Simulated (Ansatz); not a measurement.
## Phonon calculation of CHBrSi

CHBrSi, computed with UKS B3LYP/def2-SVP (Ansatz 0.2.0).

It belongs to a series of runs on one base structure; here: vibrations at the highest image of the band. Figures and captions count atoms from 1; the log counts them from 0 in places.

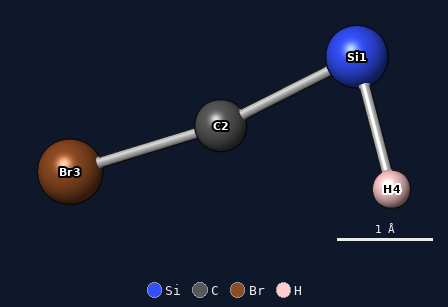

**Figure 1.** The structure as given in the input (ball-and-stick view, seen at a tilt; atoms are numbered from 1 in the order of the input). Bond lengths as drawn: Br–C 1.80 Å, C–Si 1.70 Å and H–Si 1.53 Å.

Input file:
```yaml
crystal:
  periodic: [false, false, false]
  atoms:
    - { symbol: Si, position_ang: [-0.584491, 1.206438, -0.217255] }
    - { symbol: C, position_ang: [0.357389, -0.108222, 0.308707] }
    - { symbol: Br, position_ang: [1.486826, -1.292296, 1.049039] }
    - { symbol: H, position_ang: [-1.259722, 0.194081, -1.14048] }
magnetization:
  spin_polarized: true
basis:
  gaussian: { orbitals: def2-SVP }
hamiltonian:
  xc: b3lyp
phonons: {}
```

Command:
```bash
ansatz run input.yaml --threads 2 --pin off --max-ram 3072MiB --backend cpu --events-out ev --progress --plain --runs-dir out
```

The program's output:
```
Engine: ansatz 0.2.0, aarch64-unknown-linux-gnu
Functional definition: B3LYP
  parameter a0 = 0.2
  parameter ax = 0.72
  parameter ac = 0.81
  exchange = (1 - a0 - ax)*slater_x + ax*b88_x + a0*exact_x
  correlation = (1 - ac)*vwn_rpa_c + ac*lyp_c
716 factors; integrals over basis functions are off by at most 3.3e-4 eV
mean field evaluation 1: about -78957.8251 eV, gradient 3.0e1 eV
mean field evaluation 2: about -78936.1241 eV, gradient 6.0e1 eV
mean field evaluation 4: about -78962.4630 eV, gradient 6.0e0 eV
mean field evaluation 8: about -78962.7031 eV, gradient 1.1e-1 eV
mean field evaluation 16: about -78962.7031 eV, gradient 7.3e-6 eV
mean field -78962.70314637 eV, -2901.8258177866 hartree, gradient 7.3e-6 eV, S^2 0.000000; 2 other end points of the search recorded, 0 dependent functions left out
the calculation of the forces begins
reference -78962.70336028 eV, -2901.8258256475 hartree; 28, 28 occupied and 41, 41 virtual orbitals, 716 factors
these checks for a lower state are left out or cut short: stability, starts, cluster_reference, orbital_swaps, neighbouring_geometries, increment
716 factors; integrals over basis functions are off by at most 3.3e-4 eV
mean field -78962.70310478 eV, -2901.8258162583 hartree, gradient 2.8e-6 eV, S^2 0.000000; 0 other end points of the search recorded, 0 dependent functions left out
[... from here on the field's lines of each further geometry are left out, up to the last ...]
the calculation of the forces begins
reference -78962.70334130 eV, -2901.8258249503 hartree; 28, 28 occupied and 41, 41 virtual orbitals, 716 factors
these checks for a lower state are left out or cut short: stability, starts, cluster_reference, orbital_swaps, neighbouring_geometries, increment
716 factors; integrals over basis functions are off by at most 3.3e-4 eV
mean field -78962.70312842 eV, -2901.8258171268 hartree, gradient 2.7e-6 eV, S^2 0.000000; 0 other end points of the search recorded, 0 dependent functions left out
the calculation of the forces begins
reference -78962.70334235 eV, -2901.8258249887 hartree; 28, 28 occupied and 41, 41 virtual orbitals, 716 factors
WARN: phonons: modes at or below zero, which the zero-point energy, F, S and C_V leave out: 1, the lowest at -223.24 cm⁻¹. A minimum has none, and a first-order saddle one
Total energy: -78962.70336028 eV, -2901.8258256475 hartree
Atom 0 at    -0.584491     1.206438    -0.217255 Å, force    -0.000138     0.001844     0.000381 eV/Å
Atom 1 at     0.357389    -0.108222     0.308707 Å, force    -0.001591     0.001333    -0.001129 eV/Å
Atom 2 at     1.486826    -1.292296     1.049039 Å, force     0.001575    -0.001966     0.000941 eV/Å
Atom 3 at    -1.259722     0.194081    -1.140480 Å, force     0.000153    -0.001210    -0.000194 eV/Å
Dipole moment:     0.098036    -0.137989     0.054425 e Å
Vibrations: -223.24 223.82 400.45 457.24 1205.91 2041.51 cm⁻¹, zero-point energy 0.268359 eV
```

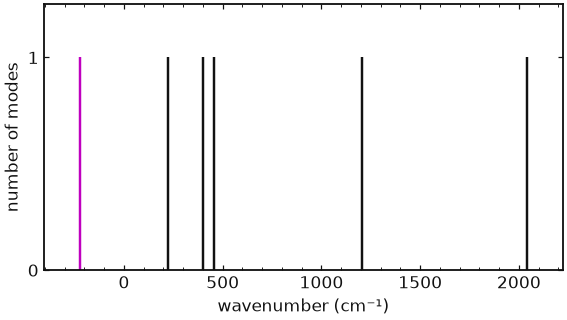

**Figure 2.** Harmonic vibrational wavenumbers from the force constants; neighbouring modes closer than 10 cm⁻¹ are counted in one stick, and imaginary ones are drawn at negative wavenumbers. 6 modes from 223i to 2042 cm⁻¹, 1 imaginary beyond 8i (223i cm⁻¹): a first-order saddle point, if the geometry is stationary.

Key numbers:

```csv
quantity,value
outcome,converged
total energy,−78962.7034 eV
mean-field energy,−78962.7034 eV
largest force (length of the vector),0.003 eV/Å
hardware,"2 threads of Arm Neoverse V1, 24 GiB of memory available, shared host"
wall time,28 s (CPU time 54 s)
peak memory,0.2 GiB
```
